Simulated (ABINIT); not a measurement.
# MgH2 (P4_2/mnm): a self-consistent loop beyond G0W0, cycle by cycle, part 3 of 3

Aim: iterate the self-energy on MgH2 (P4_2/mnm) and follow the gap from cycle to cycle.

ABINIT 10.8.3; PBE and many-body steps on it, plane waves. Known limits of the many-body steps: not at the basis limit; coarse k mesh.

So far. Step 8 (evGW0, cycle 4): Against the cycle before, the gap moves by −0.001 eV. Step 11 (evGW, cycle 1): Against G0W0 in ABINIT (4×4×4 mesh, 127 bands, screening to 130.6 eV, Godby-Needs plasmon pole), the gap moves by +0.824 eV.

## Step 13: Screening, 4×4×4 mesh, 127 bands, screening to 130.6 eV

This step: RPA screening on PBE from quasiparticle energies, plane waves, norm-conserving pseudopotentials.

Contents of run.abi:

```
acell 3*1.0 Angstrom
rprim 
  4.516800000000 0.000000000000 0.000000000000
  0.000000000000 4.516800000000 0.000000000000
  0.000000000000 0.000000000000 3.020500000000
ntypat 2
znucl 12 1
natom 6
typat 1 1 2 2 2 2
xred 
  0.000000000000 0.000000000000 0.000000000000
  0.500000000000 0.500000000000 0.500000000000
  0.306000000000 0.306000000000 0.000000000000
  0.194000000000 0.806000000000 0.500000000000
  0.694000000000 0.694000000000 0.000000000000
  0.806000000000 0.194000000000 0.500000000000
pp_dirpath "pseudos"
pseudos "Mg.upf, H.upf"
ecut 38
ngkpt 4 4 4
nshiftk 1
shiftk 0 0 0
kptopt 1
chksymbreak 0
istwfk *1
occopt 1
irdwfk 1
optdriver 3
nband 127
ecuteps 4.8
inclvkb 2
awtr 1
symchi 1
irdqps 1
gwcalctyp 10
nqptdm 17
qptdm 
  0.2500000000 0.0000000000 0.0000000000
  0.5000000000 0.0000000000 0.0000000000
  0.2500000000 0.2500000000 0.0000000000
  0.5000000000 0.2500000000 0.0000000000
  0.5000000000 0.5000000000 0.0000000000
  0.0000000000 0.0000000000 0.2500000000
  0.2500000000 0.0000000000 0.2500000000
  0.5000000000 0.0000000000 0.2500000000
  0.2500000000 0.2500000000 0.2500000000
  0.5000000000 0.2500000000 0.2500000000
  0.5000000000 0.5000000000 0.2500000000
  0.0000000000 0.0000000000 0.5000000000
  0.2500000000 0.0000000000 0.5000000000
  0.5000000000 0.0000000000 0.5000000000
  0.2500000000 0.2500000000 0.5000000000
  0.5000000000 0.2500000000 0.5000000000
  0.5000000000 0.5000000000 0.5000000000
indata_prefix "in"
outdata_prefix "out"
tmpdata_prefix "tmp"
```

Contents of mrgscr.stdin:

```
2
merged
q0_SCR
out_SCR
1
```

Command:

```bash
OMP_NUM_THREADS=1 mpirun -n 8 abinit run.abi > log; mrgscr < mrgscr.stdin
```

What it wrote:

```text
.Version 10.8.3 of ABINIT. v10.8.2 released Aug 2026.

 Symmetries : space group P4_2/m n m (#136); Bravais tP (primitive tetrag.)
[... echo of the input left out ...]
== DATASET  1 ==================================================================
-   mpi_nproc: 8, omp_nthreads: 1 (-1 if OMP is not activated)

--- !DatasetInfo
iteration_state: {dtset: 1, }
dimensions: {natom: 6, nkpt: 18, mband: 127, nsppol: 1, nspinor: 1, nspden: 1, mpw: 4696, }
cutoff_energies: {ecut:  38.0, pawecutdg:  -1.0, }
[...]
q-point number  1        q = ( 0.250000, 0.000000, 0.000000) [r.l.u.]
--------------------------------------------------------------------------------
[... chi0 elements left out ...]
  Average fulfillment of the sum rule on Im[epsilon] for q-point    2 :     74.74  [%]

--------------------------------------------------------------------------------
  q-point number  2        q = ( 0.500000, 0.000000, 0.000000) [r.l.u.]
--------------------------------------------------------------------------------
[... chi0 elements left out ...]
  Average fulfillment of the sum rule on Im[epsilon] for q-point    3 :     70.09  [%]

 [... 15 further q-points ...]
```

It took 61 s on 8 MPI ranks of Arm Neoverse V1, shared host; peak memory 2.2 GiB.

This step gave:

```
plasma frequency                    : 23.17 eV
plane waves in the screening matrix : 197
```

This screening reads the quasiparticle levels of the cycle before.

## Step 14: evGW, cycle 2

This step: evGW on PBE, plane waves, norm-conserving pseudopotentials.

run.abi: that of step 13 with these lines changed.

```diff
@@ -27,12 +27,10 @@
 irdwfk 1
-optdriver 3
+optdriver 4
 nband 127
-ecuteps 4.8
-inclvkb 2
-awtr 1
-symchi 1
-irdqps 1
 gwcalctyp 10
-nqptdm 17
-qptdm 
+ecutsigx 38
+symsigma 1
+nkptgw 18
+kptgw 
+  0.0000000000 0.0000000000 0.0000000000
   0.2500000000 0.0000000000 0.0000000000
@@ -54,2 +52,25 @@
   0.5000000000 0.5000000000 0.5000000000
+bdgw 
+  9 18
+  9 18
+  9 18
+  9 18
+  9 18
+  9 18
+  9 18
+  9 18
+  9 18
+  9 18
+  9 18
+  9 18
+  9 18
+  9 18
+  9 18
+  9 18
+  9 18
+  9 18
+ecuteps 4.8
+irdscr 1
+ppmodel 1
+irdqps 1
 indata_prefix "in"
```

Command:

```bash
OMP_NUM_THREADS=1 mpirun -n 8 abinit run.abi > log
```

What it wrote:

```text
.Version 10.8.3 of ABINIT. v10.8.2 released Aug 2026.

 Symmetries : space group P4_2/m n m (#136); Bravais tP (primitive tetrag.)
[... echo of the input left out ...]
== DATASET  1 ==================================================================
-   mpi_nproc: 8, omp_nthreads: 1 (-1 if OMP is not activated)

--- !DatasetInfo
iteration_state: {dtset: 1, }
dimensions: {natom: 6, nkpt: 18, mband: 127, nsppol: 1, nspinor: 1, nspden: 1, mpw: 4696, }
cutoff_energies: {ecut:  38.0, pawecutdg:  -1.0, }
[...]
.  kptgw no:  3; Maximum DeltaE = (  -0.034   0.000) for band index:  1
[...]
.  kptgw no: 17; Maximum DeltaE = (  -0.033   0.000) for band index:  1
.  kptgw no: 18; Maximum DeltaE = (  -0.033   0.000) for band index:  1

== END DATASET(S) ==============================================================
================================================================================

 -outvars: echo values of variables after computation  --------
           etotal      0.0000000000E+00
            nband         127
             nkpt          18
          spgroup         136
 [... the other variables as echoed above ...]

 Calculation completed.
```

It took 3.3 min on 8 MPI ranks; peak memory 3.2 GiB; 26 min of CPU time.

This step gave:

```
quasiparticle gap on the mesh                         : 6.776 eV
gap of the density functional on the mesh             : 3.895 eV
k of the valence top                                  : 0.25, 0, 0
k of the conduction bottom                            : 0.5, 0.5, 0.5
least direct quasiparticle gap on the computed points : 7.606 eV
```

Against the cycle before, the gap moves by +0.070 eV.

## Step 15: Screening, 4×4×4 mesh, 127 bands, screening to 130.6 eV

This step: RPA screening on PBE, plane waves, norm-conserving pseudopotentials.

Contents of run.abi:

```
acell 3*1.0 Angstrom
rprim 
  4.516800000000 0.000000000000 0.000000000000
  0.000000000000 4.516800000000 0.000000000000
  0.000000000000 0.000000000000 3.020500000000
ntypat 2
znucl 12 1
natom 6
typat 1 1 2 2 2 2
xred 
  0.000000000000 0.000000000000 0.000000000000
  0.500000000000 0.500000000000 0.500000000000
  0.306000000000 0.306000000000 0.000000000000
  0.194000000000 0.806000000000 0.500000000000
  0.694000000000 0.694000000000 0.000000000000
  0.806000000000 0.194000000000 0.500000000000
pp_dirpath "pseudos"
pseudos "Mg.upf, H.upf"
ecut 38
ngkpt 4 4 4
nshiftk 1
shiftk 0 0 0
kptopt 1
chksymbreak 0
istwfk *1
occopt 1
irdwfk 1
optdriver 3
nband 127
ecuteps 4.8
inclvkb 2
awtr 1
symchi 1
gwcalctyp 10
mbpt_sciss 3.020 eV
nqptdm 1
qptdm 
  0 0 0
indata_prefix "in"
outdata_prefix "out"
tmpdata_prefix "tmp"
```

What it wrote:

```text
.Version 10.8.3 of ABINIT. v10.8.2 released Aug 2026.

 Symmetries : space group P4_2/m n m (#136); Bravais tP (primitive tetrag.)
[... echo of the input left out ...]
== DATASET  1 ==================================================================
-   mpi_nproc: 8, omp_nthreads: 1 (-1 if OMP is not activated)

--- !DatasetInfo
iteration_state: {dtset: 1, }
dimensions: {natom: 6, nkpt: 18, mband: 127, nsppol: 1, nspinor: 1, nspden: 1, mpw: 4696, }
cutoff_energies: {ecut:  38.0, pawecutdg:  -1.0, }
[...]
[... chi0 elements left out ...]
 For q-point:  0.000010 0.000020 0.000030
  dielectric constant =   2.8994
  dielectric constant without local fields =   3.1221

  Average fulfillment of the sum rule on Im[epsilon] for q-point    1 :     64.42  [%]
[... wings left out ...]
== END DATASET(S) ==============================================================
================================================================================

 -outvars: echo values of variables after computation  --------
           etotal      0.0000000000E+00
            nband         127
             nkpt          18
          spgroup         136
 [... the other variables as echoed above ...]

 Calculation completed.
```

Wall time 9.5 s (8 MPI ranks); peak memory 2.3 GiB; 75 s of CPU time.

This step gave:

```
ε∞ with local fields, on this mesh, along the program's q direction : 2.899
the same without local fields                                       : 3.122
plasma frequency                                                    : 23.17 eV
plane waves in the screening matrix                                 : 197
```

This screening uses the functional's bands under a rigid shift, the mean opening of the cycle before.

## Step 16: Screening, 4×4×4 mesh, 127 bands, screening to 130.6 eV

This step: RPA screening on PBE from quasiparticle energies, plane waves, norm-conserving pseudopotentials.

run.abi: that of step 15 with these lines changed.

```diff
@@ -33,7 +33,23 @@
 symchi 1
+irdqps 1
 gwcalctyp 10
-mbpt_sciss 3.020 eV
-nqptdm 1
+nqptdm 17
 qptdm 
-  0 0 0
+  0.2500000000 0.0000000000 0.0000000000
+  0.5000000000 0.0000000000 0.0000000000
+  0.2500000000 0.2500000000 0.0000000000
+  0.5000000000 0.2500000000 0.0000000000
+  0.5000000000 0.5000000000 0.0000000000
+  0.0000000000 0.0000000000 0.2500000000
+  0.2500000000 0.0000000000 0.2500000000
+  0.5000000000 0.0000000000 0.2500000000
+  0.2500000000 0.2500000000 0.2500000000
+  0.5000000000 0.2500000000 0.2500000000
+  0.5000000000 0.5000000000 0.2500000000
+  0.0000000000 0.0000000000 0.5000000000
+  0.2500000000 0.0000000000 0.5000000000
+  0.5000000000 0.0000000000 0.5000000000
+  0.2500000000 0.2500000000 0.5000000000
+  0.5000000000 0.2500000000 0.5000000000
+  0.5000000000 0.5000000000 0.5000000000
 indata_prefix "in"
```

mrgscr.stdin is that of step 13.

Command:

```bash
OMP_NUM_THREADS=1 mpirun -n 8 abinit run.abi > log; mrgscr < mrgscr.stdin
```

What it wrote:

```text
.Version 10.8.3 of ABINIT. v10.8.2 released Aug 2026.

 Symmetries : space group P4_2/m n m (#136); Bravais tP (primitive tetrag.)
[... echo of the input left out ...]
== DATASET  1 ==================================================================
-   mpi_nproc: 8, omp_nthreads: 1 (-1 if OMP is not activated)

--- !DatasetInfo
iteration_state: {dtset: 1, }
dimensions: {natom: 6, nkpt: 18, mband: 127, nsppol: 1, nspinor: 1, nspden: 1, mpw: 4696, }
cutoff_energies: {ecut:  38.0, pawecutdg:  -1.0, }
[...]
q-point number  1        q = ( 0.250000, 0.000000, 0.000000) [r.l.u.]
--------------------------------------------------------------------------------
[... chi0 elements left out ...]
  Average fulfillment of the sum rule on Im[epsilon] for q-point    2 :     74.95  [%]

--------------------------------------------------------------------------------
  q-point number  2        q = ( 0.500000, 0.000000, 0.000000) [r.l.u.]
--------------------------------------------------------------------------------
[... chi0 elements left out ...]
  Average fulfillment of the sum rule on Im[epsilon] for q-point    3 :     70.24  [%]

 [... 15 further q-points ...]
```

Wall time 63 s (8 MPI ranks); peak memory 2.2 GiB; 8.3 min of CPU time.

This step gave:

```yaml
plasma_frequency: 23.17 eV
plane_waves_in_the_screening_matrix: 197
```

This screening reads the quasiparticle levels of the cycle before.

## Step 17: evGW, cycle 3

This step: evGW on PBE, plane waves, norm-conserving pseudopotentials.

run.abi: that of step 16 with these lines changed.

```diff
@@ -27,12 +27,10 @@
 irdwfk 1
-optdriver 3
+optdriver 4
 nband 127
-ecuteps 4.8
-inclvkb 2
-awtr 1
-symchi 1
-irdqps 1
 gwcalctyp 10
-nqptdm 17
-qptdm 
+ecutsigx 38
+symsigma 1
+nkptgw 18
+kptgw 
+  0.0000000000 0.0000000000 0.0000000000
   0.2500000000 0.0000000000 0.0000000000
@@ -54,2 +52,25 @@
   0.5000000000 0.5000000000 0.5000000000
+bdgw 
+  9 18
+  9 18
+  9 18
+  9 18
+  9 18
+  9 18
+  9 18
+  9 18
+  9 18
+  9 18
+  9 18
+  9 18
+  9 18
+  9 18
+  9 18
+  9 18
+  9 18
+  9 18
+ecuteps 4.8
+irdscr 1
+ppmodel 1
+irdqps 1
 indata_prefix "in"
```

Command:

```bash
OMP_NUM_THREADS=1 mpirun -n 8 abinit run.abi > log
```

What it wrote:

```text
.Version 10.8.3 of ABINIT. v10.8.2 released Aug 2026.

 Symmetries : space group P4_2/m n m (#136); Bravais tP (primitive tetrag.)
[... echo of the input left out ...]
== DATASET  1 ==================================================================
-   mpi_nproc: 8, omp_nthreads: 1 (-1 if OMP is not activated)

--- !DatasetInfo
iteration_state: {dtset: 1, }
dimensions: {natom: 6, nkpt: 18, mband: 127, nsppol: 1, nspinor: 1, nspden: 1, mpw: 4696, }
cutoff_energies: {ecut:  38.0, pawecutdg:  -1.0, }
[...]
.  kptgw no:  3; Maximum DeltaE = (  -0.004  -0.000) for band index:  1
[...]
.  kptgw no: 17; Maximum DeltaE = (  -0.004   0.000) for band index: 10
.  kptgw no: 18; Maximum DeltaE = (  -0.005   0.000) for band index:  9

== END DATASET(S) ==============================================================
================================================================================

 -outvars: echo values of variables after computation  --------
           etotal      0.0000000000E+00
            nband         127
             nkpt          18
          spgroup         136
 [... the other variables as echoed above ...]

 Calculation completed.
```

Wall time 3.3 min (8 MPI ranks); peak memory 3.2 GiB.

Numbers from this step:

```
quasiparticle gap on the mesh                         : 6.785 eV
gap of the density functional on the mesh             : 3.895 eV
k of the valence top                                  : 0.25, 0, 0
k of the conduction bottom                            : 0.5, 0.5, 0.5
least direct quasiparticle gap on the computed points : 7.614 eV
```

Against the cycle before, the gap moves by +0.009 eV.

## Step 18: Side by side

Times are wall times on 8 MPI ranks of Arm Neoverse V1, shared host, good to a factor of about two. A run's time includes the screening step that it read.

| run | mesh | bands | screening cutoff (eV) | DFT gap (eV) | gap on the mesh (eV) | direct (eV) | ε∞ used | time |
| --- | --- | --- | --- | --- | --- | --- | --- | --- |
| G0W0 | 4×4×4 | 127 | 130.6 | 3.895 | 5.882 | 6.705 | 3.66 | 84 s |
| evGW0, cycle 1 | 4×4×4 | 127 | 130.6 | 3.895 | 6.393 | 7.208 | 3.66 | 4.4 min |
| evGW0, cycle 2 | 4×4×4 | 127 | 130.6 | 3.895 | 6.207 | 7.036 | 3.66 | 4.4 min |
| evGW0, cycle 3 | 4×4×4 | 127 | 130.6 | 3.895 | 6.220 | 7.047 | 3.66 | 4.4 min |
| evGW0, cycle 4 | 4×4×4 | 127 | 130.6 | 3.895 | 6.219 | 7.047 | 3.66 | 4.4 min |
| evGW, cycle 1 | 4×4×4 | 127 | 130.6 | 3.895 | 6.706 | 7.535 | 3.01 | 4.4 min |
| evGW, cycle 2 | 4×4×4 | 127 | 130.6 | 3.895 | 6.776 | 7.606 | 2.91 | 4.4 min |
| evGW, cycle 3 | 4×4×4 | 127 | 130.6 | 3.895 | 6.785 | 7.614 | 2.90 | 4.5 min |

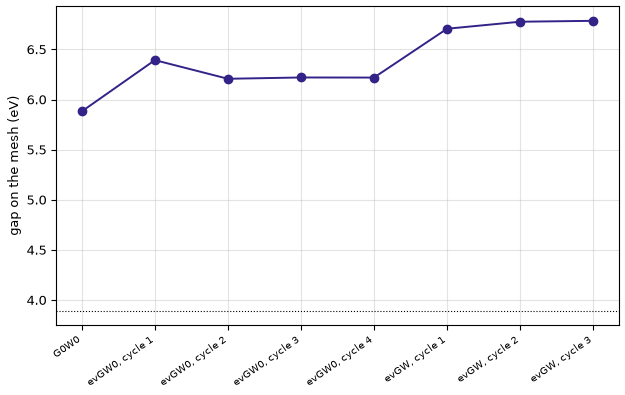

The gap through the cycles; the dotted line is the starting gap.

## Step 19: What came out

```yaml
g0w0: 5.882 eV
evgw0_cycle_1: 6.393 eV
evgw0_cycle_2: 6.207 eV
evgw0_cycle_3: 6.220 eV
evgw0_cycle_4: 6.219 eV
evgw_cycle_1: 6.706 eV
evgw_cycle_2: 6.776 eV
evgw_cycle_3: 6.785 eV
known_limits: not at the basis limit; coarse k mesh
```

Only the bands that the input lists are updated; the others, empty or deep, keep the functional's energies or take a rigid shift. The evGW loop starts from the last levels of evGW0, so its cycles and time come on top of those. evGW0 ends at 6.22 eV, +0.34 eV from G0W0, after 4 cycles that took 13 min beside the first screening; the last moved the gap by 0.001 eV. evGW ends at 6.79 eV, +0.90 eV from G0W0, after 3 cycles that took 13 min beside the first screening; the last moved the gap by 0.009 eV. The first cycle of evGW0 takes the full correction, without the factor Z, so it overshoots the one-shot value. Against experiment, by evGW, cycle 3: the gap of 6.79 eV lies +1.19 eV from the measured 5.6 ± 0.1 eV (optical, 300 K, 2003). An exciton line or allowed optical edge lies below the quasiparticle gap by the binding energy; a forbidden edge can push the onset above it. These are gaps on the mesh, at modest bands and cutoff. The calculation has static nuclei and no excitons; a measured gap holds zero-point and thermal motion, which mostly lowers it. Bands and cutoff are finite, so the gap is not at the basis limit. The miss can reach some tenths of an eV and take either sign; the mesh is an error of its own. A denser mesh or path gives a starting gap of 3.76 eV: the GW mesh misses a band edge, so its gaps are not the fundamental one. The 4×4×4 mesh is coarse for this cell, which bears on the long-range parts of exchange and screening. In the updated screening the q = 0 part is built from Kohn-Sham bands under a rigid shift, the other q from the quasiparticle levels.

[Paths, hosts, dates, memory and timing lines, banners, echoed tables and standing remarks are left out of the program output.]

[Logs are printed without paths, hosts, clocks, repeated set-up lines and the standing remarks that a program may print on its own settings, such as how far it seeks lower states.]

[Runs of the session that timed out or met a known fault of the program may be left out.]

[Hosts, paths, dates, database ids (printed as entryN), source tags and the programs' standing remarks are cut or masked in the printed files.]

[G0W0 gaps are taken among the corrected bands and points alone; a level outside them can change the order at an edge.]

[Where Ansatz stands beside ABINIT at settings called matched, ABINIT's density can come from a denser mesh and the files from another edition; pairs whose starting gaps differed by over 0.03 eV were left out, so agreement reads better than it is.]
